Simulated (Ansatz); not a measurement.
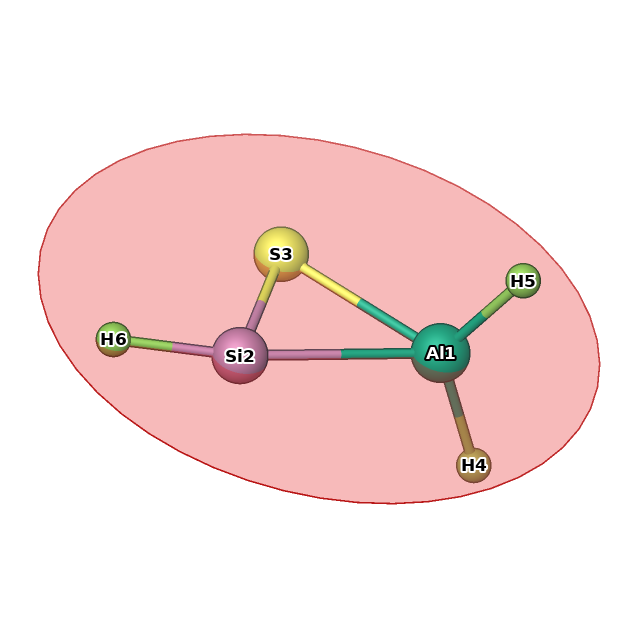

A disc through the centre of mass is drawn in. Distant atoms are faded towards the background colour. The computed structure is the end point of a PBE-D4/def2-SVP optimisation. No frequency run is at hand to confirm it as a minimum.

Is the plane of the disc a mirror plane of the structure?

Answer. Yes. The reflection leaves Al1, Si2, S3, H6 in place and moves H4 ↔ H5. The point group is Cs.
